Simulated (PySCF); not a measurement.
## Geometry relaxation, with input and output: GeHO

GeHO, multiplicity 2, computed with PBE0/def2-TZVP, UKS, dispersion D4 (PySCF 2.14.0).

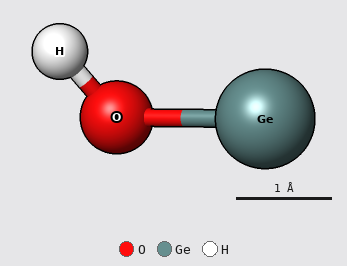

Figure 1. The starting structure (ball-and-stick view, seen at an oblique angle). Sticks mark near contacts.

Input (run.py)
```python
from pyscf import gto, dft
from pyscf.geomopt.geometric_solver import kernel as optimise

mol = gto.M(
    atom=[
    ('O', (-1.328332, -0.102753, -0.388986)),
    ('Ge', (-0.311962, -0.879936, 0.847535)),
    ('H', (-0.942230, 0.547505, -0.937125)),
],
    max_memory=1860,
    spin=1,
    charge=0,
    basis='def2-tzvp',
    verbose=3,
)

mf = dft.UKS(mol, xc='pbe0')
mf = mf.density_fit(auxbasis='def2-universal-jkfit')
mf.grids.level = 4
mf.disp = 'd4'
mf.max_cycle = 100
mf.conv_tol = 1e-09
converged, mol_eq = optimise(mf, maxsteps=80)
print('converged:', converged)
print(mol_eq.tostring())

mf.reset(mol_eq)
mol = mol_eq
mf.kernel()
e_tot = mf.e_tot
print('E = %.10f Eh' % e_tot)
```

Launched with:
```bash
OMP_NUM_THREADS=1 python run.py
```

What the program printed
```
[file] SyntaxWarning: invalid escape sequence '\W'
  S = {(paw_set(r)[0], bool(re.search(r"spin_orbit\W+true|paw_fr", str((r.get("files") or {}).get("input") or "")) or re.search("(?i)spin.orbit\W+(value\W+)?(true|yes)|value\W+spin-orbit", json.dumps(r.get("inputs"), default=str)))) for r in records}

#|     Arguments passed to driver run_optimizer():      |#
customengine              <pyscf.geomopt.geometric_solver.PySCFEngine object>
maxiter                   80
----------------------------------------------------------
Custom engine selected.
Bonds will be generated from interatomic distances less than 1.20 times sum of covalent radii
9 internal coordinates being used (instead of 9 Cartesians)
Internal coordinate system (atoms numbered from 1):
Distance 1-2
Distance 1-3
Angle 2-1-3
Translation-X 1-3
Translation-Y 1-3
Translation-Z 1-3
Rotation-A 1-3
Rotation-B 1-3
Rotation-C 1-3
<class 'geometric.internal.Distance'> : 2
<class 'geometric.internal.Angle'> : 1
<class 'geometric.internal.TranslationX'> : 1
<class 'geometric.internal.TranslationY'> : 1
<class 'geometric.internal.TranslationZ'> : 1
<class 'geometric.internal.RotationA'> : 1
<class 'geometric.internal.RotationB'> : 1
<class 'geometric.internal.RotationC'> : 1
> ===== Optimization Info: ====
> Job type: Energy minimization
> Maximum number of optimization cycles: 80
> Initial / maximum trust radius (Angstrom): 0.100 / 0.300
> Convergence Criteria:
> Will converge when all 5 criteria are reached:
>  |Delta-E| < 1.00e-06
>  RMS-Grad  < 3.00e-04
>  Max-Grad  < 4.50e-04
>  RMS-Disp  < 1.20e-03
>  Max-Disp  < 1.80e-03
> === End Optimization Info ===

Geometry optimization cycle 1
Cartesian coordinates (Angstrom)
 Atom        New coordinates             dX        dY        dZ
   O  -1.328332  -0.102753  -0.388986    0.000000  0.000000  0.000000
  Ge  -0.311962  -0.879936   0.847535    0.000000  0.000000  0.000000
   H  -0.942230   0.547505  -0.937125    0.000000  0.000000  0.000000

WARN: Mole.unit (angstrom) is changed to Bohr

WARN: HOMO -0.1036893183276 >= LUMO -0.103689318327601

converged SCF energy = -2152.49949310653  <S^2> = 0.75476317  2S+1 = 2.0047575
--------------- DFUKS_Scanner gradients ---------------
         x                y                z
0 O     0.0158526721     0.0207150299    -0.0160685567
1 Ge    -0.0016217797     0.0000254848    -0.0006651236
2 H    -0.0142156921    -0.0207439975     0.0167393794
----------------------------------------------
cycle 1: E = -2152.49949311  dE = -2152.5  norm(grad) = 0.0430616
Step    0 : Gradient = 2.486e-02/3.064e-02 (rms/max) Energy = -2152.4994931065
Hessian Eigenvalues: 5.00000e-02 5.00000e-02 5.00000e-02 ... 1.60000e-01 2.78153e-01 6.14623e-01

Geometry optimization cycle 2
Cartesian coordinates (Angstrom)
 Atom        New coordinates             dX        dY        dZ
   O  -1.340579  -0.111127  -0.384733   -0.012247 -0.008374  0.004253
  Ge  -0.308997  -0.879673   0.848432    0.002965  0.000263  0.000897
   H  -0.933430   0.555726  -0.942456    0.008800  0.008221 -0.005331
converged SCF energy = -2152.50032017717  <S^2> = 0.75477075  2S+1 = 2.0047651
--------------- DFUKS_Scanner gradients ---------------
         x                y                z
0 O     0.0029399083     0.0008977710     0.0001840196
1 Ge    -0.0010432536    -0.0001379890    -0.0002613808
2 H    -0.0018798606    -0.0007605384     0.0000791811
----------------------------------------------
cycle 2: E = -2152.50032018  dE = -0.000827071  norm(grad) = 0.00384411
Step    1 : Displace = 1.185e-02/1.534e-02 (rms/max) Trust = 1.000e-01 (=) Grad = 2.219e-03/3.079e-03 (rms/max) E (change) = -2152.5003201772 (-8.271e-04) Quality = 1.057
Hessian Eigenvalues: 4.99996e-02 5.00000e-02 5.00000e-02 ... 1.46479e-01 2.76847e-01 6.17769e-01

Geometry optimization cycle 3
Cartesian coordinates (Angstrom)
 Atom        New coordinates             dX        dY        dZ
   O  -1.347703  -0.112553  -0.385913   -0.007124 -0.001426 -0.001180
  Ge  -0.307808  -0.876457   0.845460    0.001189  0.003215 -0.002972
   H  -0.928092   0.553966  -0.938373    0.005338 -0.001760  0.004084
converged SCF energy = -2152.50036428081  <S^2> = 0.75477933  2S+1 = 2.0047736
--------------- DFUKS_Scanner gradients ---------------
         x                y                z
0 O     0.0011187646    -0.0004553095     0.0009227472
1 Ge    -0.0006325422    -0.0000340869    -0.0002115329
2 H    -0.0004697914     0.0004894025    -0.0007117638
----------------------------------------------
cycle 3: E = -2152.50036428  dE = -4.41036e-05  norm(grad) = 0.00192957
Step    2 : Displace = 6.401e-03/7.169e-03 (rms/max) Trust = 1.414e-01 (+) Grad = 1.114e-03/1.520e-03 (rms/max) E (change) = -2152.5003642808 (-4.410e-05) Quality = 1.467
Hessian Eigenvalues: 4.99546e-02 5.00000e-02 5.00000e-02 ... 6.94739e-02 2.73428e-01 6.98364e-01

Geometry optimization cycle 4
Cartesian coordinates (Angstrom)
 Atom        New coordinates             dX        dY        dZ
   O  -1.355481  -0.113438  -0.387817   -0.007778 -0.000885 -0.001904
  Ge  -0.306605  -0.872691   0.841928    0.001203  0.003766 -0.003532
   H  -0.922613   0.551093  -0.932921    0.005478 -0.002873  0.005452
converged SCF energy = -2152.50038193184  <S^2> = 0.75478867  2S+1 = 2.004783
--------------- DFUKS_Scanner gradients ---------------
         x                y                z
0 O    -0.0001688328    -0.0004597250     0.0004191681
1 Ge    -0.0000664536     0.0000288618    -0.0000565054
2 H     0.0002506344     0.0004310678    -0.0003657485
----------------------------------------------
cycle 4: E = -2152.50038193  dE = -1.7651e-05  norm(grad) = 0.000898
Step    3 : Displace = 7.316e-03/8.500e-03 (rms/max) Trust = 2.000e-01 (+) Grad = 5.185e-04/6.446e-04 (rms/max) E (change) = -2152.5003819318 (-1.765e-05) Quality = 1.038
Hessian Eigenvalues: 4.98435e-02 5.00000e-02 5.00000e-02 ... 6.79064e-02 2.72542e-01 6.87230e-01

Geometry optimization cycle 5
Cartesian coordinates (Angstrom)
 Atom        New coordinates             dX        dY        dZ
   O  -1.355934  -0.113315  -0.387993   -0.000453  0.000123 -0.000176
  Ge  -0.306639  -0.872517   0.841758   -0.000034  0.000175 -0.000170
   H  -0.922652   0.550790  -0.932474   -0.000039 -0.000303  0.000447
converged SCF energy = -2152.5003823092  <S^2> = 0.75478907  2S+1 = 2.0047834
--------------- DFUKS_Scanner gradients ---------------
         x                y                z
0 O    -0.0000499386    -0.0001039721     0.0000829497
1 Ge    -0.0000038780     0.0000059949    -0.0000072863
2 H     0.0000691104     0.0000981804    -0.0000788574
----------------------------------------------
cycle 5: E = -2152.50038231  dE = -3.77366e-07  norm(grad) = 0.000202294
```

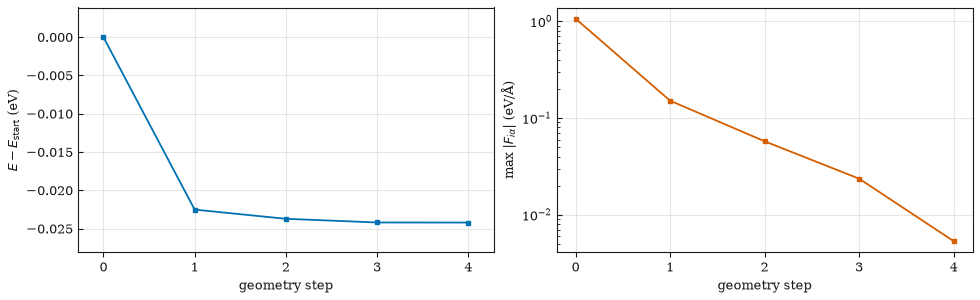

Figure 2. Progress of the relaxation, step by step (steps are counted from 0).

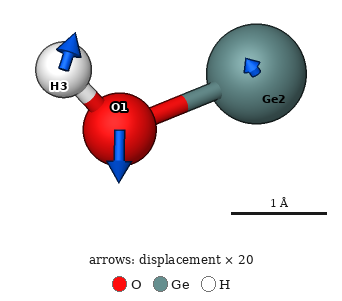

Figure 3. The starting structure with the displacements as blue arrows, magnified 20 times (ball-and-stick view, seen at a tilt). The two geometries are laid on each other by the best rigid fit. Over 4 geometry steps the energy falls by 0.024 eV. Largest force component: 1.1 eV/Å at the start, 0.0053 eV/Å at the end. The largest move after the best rigid fit is that of O1, 0.029 Å. Largest moves by element: O 0.029 Å, H 0.021 Å, Ge 0.011 Å. Among the contacts that change: O1–H3 0.934 → 0.962 Å, O1–Ge2 1.779 → 1.786 Å. Among the angles that change: Ge2–O1–H3 118.4° → 114.7°. (Atoms are counted from 1 in the order of the input.)

```
Step    4 : Displace = 4.087e-04/5.396e-04 (rms/max) Trust = 2.828e-01 (+) Grad = 1.168e-04/1.436e-04 (rms/max) E (change) = -2152.5003823092 (-3.774e-07) Quality = 1.173
Hessian Eigenvalues: 4.98435e-02 5.00000e-02 5.00000e-02 ... 6.79064e-02 2.72542e-01 6.87230e-01
Converged! =D

converged: True
O          -1.35593437       -0.11331539       -0.38799267
Ge         -0.30663921       -0.87251664        0.84175805
H          -0.92265214        0.55079024       -0.93247415

WARN: HOMO -0.103620040647754 >= LUMO -0.103620040647754

converged SCF energy = -2152.50038230921  <S^2> = 0.75478894  2S+1 = 2.0047832
E = -2152.5003823092 Eh
```

Trajectory as extended XYZ (Å, eV, eV/Å), 5 frames, from step=0 to step=4
```
3
Properties=species:S:1:pos:R:3:forces:R:3 step=0 energy=-58572.49510
O    -1.3283   -0.1028   -0.3890   -0.8152  -1.0652   0.8263
Ge   -0.3120   -0.8799    0.8475    0.0834  -0.0013   0.0342
H    -0.9422    0.5475   -0.9371    0.7310   1.0667  -0.8608
3
Properties=species:S:1:pos:R:3:forces:R:3 step=1 energy=-58572.51761
O    -1.3406   -0.1111   -0.3847   -0.1512  -0.0462  -0.0095
Ge   -0.3090   -0.8797    0.8484    0.0536   0.0071   0.0134
H    -0.9334    0.5557   -0.9425    0.0967   0.0391  -0.0041
3
Properties=species:S:1:pos:R:3:forces:R:3 step=2 energy=-58572.51881
O    -1.3477   -0.1126   -0.3859   -0.0575   0.0234  -0.0474
Ge   -0.3078   -0.8765    0.8455    0.0325   0.0018   0.0109
H    -0.9281    0.5540   -0.9384    0.0242  -0.0252   0.0366
3
Properties=species:S:1:pos:R:3:forces:R:3 step=3 energy=-58572.51929
O    -1.3555   -0.1134   -0.3878    0.0087   0.0236  -0.0216
Ge   -0.3066   -0.8727    0.8419    0.0034  -0.0015   0.0029
H    -0.9226    0.5511   -0.9329   -0.0129  -0.0222   0.0188
3
Properties=species:S:1:pos:R:3:forces:R:3 step=4 energy=-58572.51930
O    -1.3559   -0.1133   -0.3880    0.0026   0.0053  -0.0043
Ge   -0.3066   -0.8725    0.8418    0.0002  -0.0003   0.0004
H    -0.9227    0.5508   -0.9325   -0.0036  -0.0050   0.0041
```

Results in brief

- outcome: converged
- total energy: −2152.500382 hartree
- dispersion energy: −0.000982 hartree
- basis functions: 85
- ⟨S²⟩: 0.755
- dipole moment: 1.39 D
- hardware: 1 thread of Arm Neoverse V2, 24 GiB of memory available, shared host
- wall time: 53 s
- peak memory: 0.84 GiB
